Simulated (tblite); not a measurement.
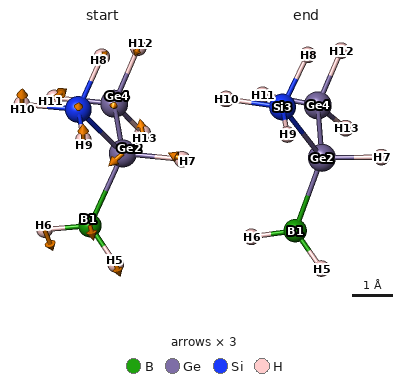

The structure of BGe2SiH9 before (left) and after (right) a relaxation, at one scale. The orange arrows give the displacements, magnified 3 times.

The picture is a ball-and-stick view, seen from a free direction.

All numbers below come from GFN2-xTB geometry optimisation, gas phase in tblite 0.8.0. 

Describe what moved and what it gained.

Answer. The atom that moves furthest after the best rigid fit is H6 (0.23 Å). By element the largest moves are H 0.23 Å, Ge 0.17 Å, B 0.14 Å, Si 0.09 Å. Among the contacts that change: Ge4–H11 1.560 → 1.507 Å, Ge2–Si3 2.307 → 2.359 Å, Ge4–H12 1.550 → 1.506 Å, Ge4–H13 1.542 → 1.507 Å. Bond angles that change, for instance: B1–Ge2–Si3 109.4° → 119.1°, Ge4–Ge2–H7 109.5° → 101.1°, H12–Ge4–H13 110.6° → 103.5°. After 43 geometry steps the energy has fallen by 4.65 kcal/mol.
